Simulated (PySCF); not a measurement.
# BFH4N2: NMR shifts at several levels of theory, part 2 of 2

PySCF 2.14.0. Atoms count from 0. Earlier steps stand in the parts before.

## 10. Nuclear shieldings: B97-D/pcSseg-2

What the job is given:

```
{"job": {"kind": "nmr", "xc": "B97-D", "basis": "pcSseg-2", "pop": false}, "charge": 0, "multiplicity": 1}
N      1.118785    -0.313563    -0.532171
B      0.017438     0.436154    -0.063927
N     -1.114847    -0.113961     0.575978
F      0.050809     1.774455    -0.240572
H      1.899256     0.136005    -0.987492
H      1.200753    -1.315424    -0.455892
H     -1.245790    -1.096709     0.758706
H     -1.873809     0.473057     0.889060
```

Level: GIAO B97-D/pcSseg-2 NMR shielding, non-relativistic, gas phase.

The program printed:

```text
coarse grid: 6776 points
cycle   1  E = -236.5941947215  dE =  3.609e-01  |g| = 8.421e-01  |ddm| = 1.821e+00
cycle   2  E = -236.3391715370  dE =  2.550e-01  |g| = 1.457e+00  |ddm| = 1.247e+00
cycle   3  E = -236.7246682750  dE = -3.855e-01  |g| = 9.122e-02  |ddm| = 8.692e-01
cycle   4  E = -236.7254378468  dE = -7.696e-04  |g| = 5.806e-02  |ddm| = 6.337e-02
cycle   5  E = -236.7260176820  dE = -5.798e-04  |g| = 8.579e-03  |ddm| = 2.622e-02
cycle   6  E = -236.7260330011  dE = -1.532e-05  |g| = 2.568e-03  |ddm| = 7.291e-03
cycle   7  E = -236.7260345353  dE = -1.534e-06  |g| = 4.223e-04  |ddm| = 2.260e-03
final grid: 66288 points
cycle   8  E = -236.7179522735  dE = -1.149e-04  |g| = 2.098e-02  |ddm| = 4.607e-02
cycle   9  E = -236.7177792847  dE =  1.730e-04  |g| = 3.961e-02  |ddm| = 2.401e-02
cycle  10  E = -236.7180142738  dE = -2.350e-04  |g| = 1.285e-03  |ddm| = 1.652e-02
cycle  11  E = -236.7180145482  dE = -2.744e-07  |g| = 4.960e-04  |ddm| = 9.469e-04
cycle  12  E = -236.7180145965  dE = -4.829e-08  |g| = 1.106e-04  |ddm| = 3.156e-04
cycle  13  E = -236.7180145986  dE = -2.093e-09  |g| = 3.341e-05  |ddm| = 7.124e-05
cycle  14  E = -236.7180145988  dE = -2.590e-10  |g| = 4.542e-06  |ddm| = 2.462e-05
converged SCF energy = -236.7180145988

GIAO shielding tensors (ppm)
atom      isotropic    diamagn.    paramagn.     s11        s22        s33       span
  0 N      216.759     317.211    -100.452    188.059    205.025    257.193     69.134
  1 B       76.346     192.043    -115.697     52.807     86.505     89.725     36.917
  2 N      216.830     317.227    -100.396    188.200    205.146    257.146     68.946
  3 F      325.510     469.325    -143.815    239.910    329.708    406.912    167.001
  4 H       29.737      30.748      -1.011     24.169     26.592     38.449     14.280
  5 H       29.976      32.157      -2.181     24.165     27.494     38.268     14.102
  6 H       29.975      32.168      -2.192     24.163     27.495     38.267     14.104
  7 H       29.739      30.767      -1.028     24.169     26.585     38.463     14.294
```

It took 14 s on 1 thread of Arm Neoverse V2, shared host; peak memory 0.85 GiB.

Key values: δ N0 41.1, B1 20.0, F3 -171.3, H4 1.54 ppm (means over like atoms).

## 11. NMR shieldings: B3LYP/pcSseg-2

Settings changed since step 10:

```diff
@@ -1,2 +1,2 @@
-{"job": {"kind": "nmr", "xc": "B97-D", "basis": "pcSseg-2", "pop": false}, "charge": 0, "multiplicity": 1}
+{"job": {"kind": "nmr", "xc": "B3LYP", "basis": "pcSseg-2", "pop": false}, "charge": 0, "multiplicity": 1}
 N      1.118785    -0.313563    -0.532171
```

Method: GIAO B3LYP/pcSseg-2 NMR shielding, non-relativistic, gas phase.

The program printed:

```text
coarse grid: 6776 points
cycle   1  E = -236.7761462328  dE =  3.714e-01  |g| = 7.259e-01  |ddm| = 1.796e+00
cycle   2  E = -236.6851200762  dE =  9.103e-02  |g| = 1.044e+00  |ddm| = 8.772e-01
cycle   3  E = -236.8729767500  dE = -1.879e-01  |g| = 5.366e-02  |ddm| = 5.196e-01
cycle   4  E = -236.8732368819  dE = -2.601e-04  |g| = 3.446e-02  |ddm| = 3.547e-02
cycle   5  E = -236.8734343724  dE = -1.975e-04  |g| = 5.836e-03  |ddm| = 1.651e-02
cycle   6  E = -236.8734408205  dE = -6.448e-06  |g| = 1.319e-03  |ddm| = 3.897e-03
final grid: 66288 points
cycle   7  E = -236.8748726869  dE = -7.589e-05  |g| = 7.213e-03  |ddm| = 2.294e-02
cycle   8  E = -236.8748644903  dE =  8.197e-06  |g| = 9.699e-03  |ddm| = 7.244e-03
cycle   9  E = -236.8748821536  dE = -1.766e-05  |g| = 3.879e-04  |ddm| = 4.224e-03
cycle  10  E = -236.8748821706  dE = -1.699e-08  |g| = 3.030e-04  |ddm| = 3.812e-04
cycle  11  E = -236.8748821861  dE = -1.549e-08  |g| = 6.439e-05  |ddm| = 1.470e-04
cycle  12  E = -236.8748821867  dE = -6.308e-10  |g| = 1.402e-05  |ddm| = 4.031e-05
converged SCF energy = -236.8748821867

GIAO shielding tensors (ppm)
atom      isotropic    diamagn.    paramagn.     s11        s22        s33       span
  0 N      215.678     316.463    -100.785    183.763    205.528    257.742     73.980
  1 B       74.384     190.171    -115.787     47.722     86.641     88.790     41.068
  2 N      215.750     316.474    -100.723    183.907    205.655    257.690     73.784
  3 F      328.229     469.284    -141.055    240.534    334.180    409.974    169.440
  4 H       29.610      30.770      -1.159     23.931     26.441     38.459     14.528
  5 H       29.865      32.141      -2.276     23.977     27.354     38.265     14.288
  6 H       29.864      32.151      -2.286     23.974     27.355     38.264     14.291
  7 H       29.613      30.787      -1.174     23.931     26.433     38.474     14.543
```

Wall time 9.7 s (1 thread of Arm Neoverse V2, shared host); peak memory 0.87 GiB.

This run: δ N0 42.8, B1 22.0, F3 -158.5, H4 1.65 ppm (means over like atoms).

## 12. Side by side: NMR shifts

Shifts (ppm), means over like atoms, with basis size and wall time:

| run | H4 | N0 | B1 | F3 | functions | time |
| --- | --- | --- | --- | --- | --- | --- |
| HF/pcSseg-2 | 1.86 | 32.2 | 23.7 | -116.8 | 200 | 4.6 s |
| LDA/pcSseg-2 | 1.67 | 52.1 | 21.0 | -172.4 | 200 | 11 s |
| PBE/pcSseg-2 | 1.58 | 46.2 | 20.2 | -172.6 | 200 | 14 s |
| BLYP/pcSseg-2 | 1.56 | 45.1 | 20.8 | -174.4 | 200 | 13 s |
| BP86/pcSseg-2 | 1.57 | 44.9 | 20.2 | -172.9 | 200 | 14 s |
| OPBE/pcSseg-2 | 1.58 | 43.5 | 19.2 | -166.1 | 200 | 14 s |
| KT2/pcSseg-2 | 1.57 | 41.2 | 19.2 | -183.6 | 200 | 14 s |
| KT3/pcSseg-2 | 1.57 | 39.5 | 19.2 | -177.8 | 200 | 13 s |
| B97-D/pcSseg-2 | 1.54 | 41.1 | 20.0 | -171.3 | 200 | 14 s |
| B3LYP/pcSseg-2 | 1.65 | 42.8 | 22.0 | -158.5 | 200 | 9.7 s |

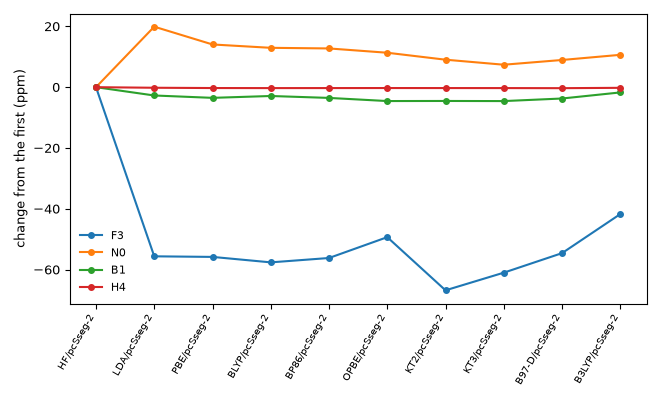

How the tabulated atoms move from run to run.

## 13. Outcome

The summary covers parts 1 to 2.

| quantity | value |
| --- | --- |
| 1H shifts against TMS (HF/pcSseg-2, means over atoms taken as alike) | 1.86 ppm |
| 15N shifts against NH3 (HF/pcSseg-2, means over atoms taken as alike) | 32.2 ppm |
| 11B shifts against BF3·OEt2 (HF/pcSseg-2) | 23.7 ppm |
| 19F shifts against CFCl3 (HF/pcSseg-2) | -116.8 ppm |
| range of the shift of F3 | -183.6 to -116.8 ppm |

**Reading.** Single values in the summary come from the first run of each kind that ended normally (HF/pcSseg-2), which need not be the best level. At HF/pcSseg-2: The largest span, 151 ppm, is at F3, where the paramagnetic term is -106 ppm. In ppm, F3 moves most: its shift spreads over 66.8 ppm, from -183.6 (KT2/pcSseg-2) to -116.8 (HF/pcSseg-2).
